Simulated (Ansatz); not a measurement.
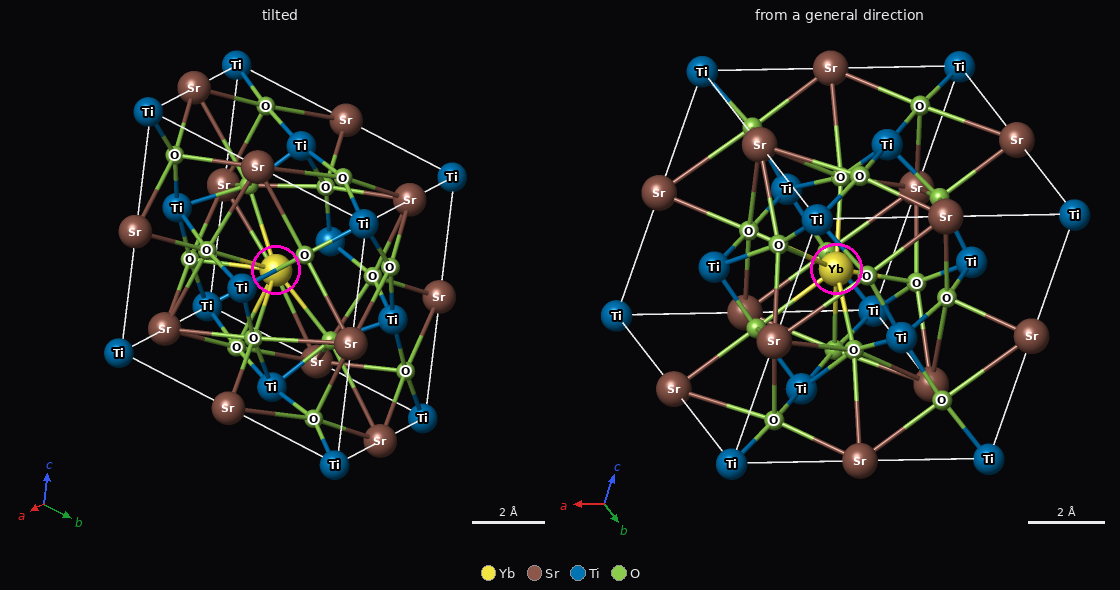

View slightly off an axis and from a general direction, drawn as a ball-and-stick model. The wireframe shows the supercell. The host is SrTiO$_{3}$, in a cell of 20 sites, and the cell is neutral. A ring marks the defect's site.

Question: Describe the defect.

Answer: Ytterbium on a strontium site (a substitutional impurity). It is bonded to eight O at about 2.5 to 2.6 Å.

The atoms were relaxed in the host's cell with DFT PBE+U, scalar-relativistic, plane waves, PAW in Ansatz.
